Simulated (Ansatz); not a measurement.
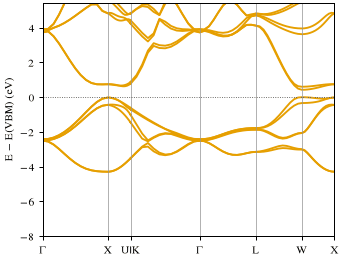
Band structure from plane-wave PAW r²SCAN with spin–orbit coupling (Ansatz code)

Question: Read off the gap and where the band edges lie.

Answer: About 0.4 eV (0.43 eV by a search for the band edges); maximum at W, minimum at W.

The material is HfC (zinc blende, F-43m).

The start of the workflow was typed in or built on a structure type; neither database checked (COD, Materials Project) lists it. It is not the phase usual at ambient conditions (space group No. 225). Symmetry was held in the r²SCAN relaxation; its stability against distortions is not shown here. The run is not spin-polarised.

Potentials: the earlier of the program's two PAW sets.
